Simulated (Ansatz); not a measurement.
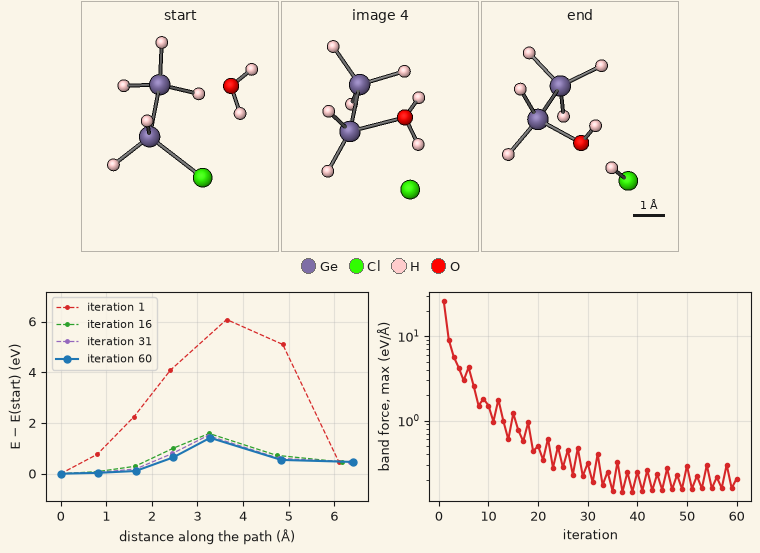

A search for the minimum-energy path of Ge2H7OCl, made up at the start of Ge$_{2}$H$_{5}$Cl and H2O by the nudged elastic band. Images are numbered from 0 (start) to 6 (end). The plot follows the band through its iterations. The picture is a ball-and-stick view, seen from a free direction.

Computed with RKS BHLYP/def2-SVP in Ansatz 0.2.0. Settings: 5 movable images; climbing image from the first iteration; force threshold 0.05 eV/Å; iteration limit 60; optimiser L-BFGS; starting path through a guess of the saddle point.

Q: Judge this run.

A: The result isn't final. The band hadn't converged when the run stopped after 60 iterations. The largest component of the band force went from 26 to 0.21 eV/Å. The barrier read from it is provisional, though the highest image hardly moved in the last two iterations. The first iteration put the highest image at 6.08 eV. The highest point, image 4, lies 1.42 eV above the start and 0.95 eV above the end; the end is at +0.46 eV relative to the start.

Limits of the set-up: the start holds two separate molecules, 2.5 Å apart at their closest, whose relative position is a soft coordinate and is computed without a dispersion correction.
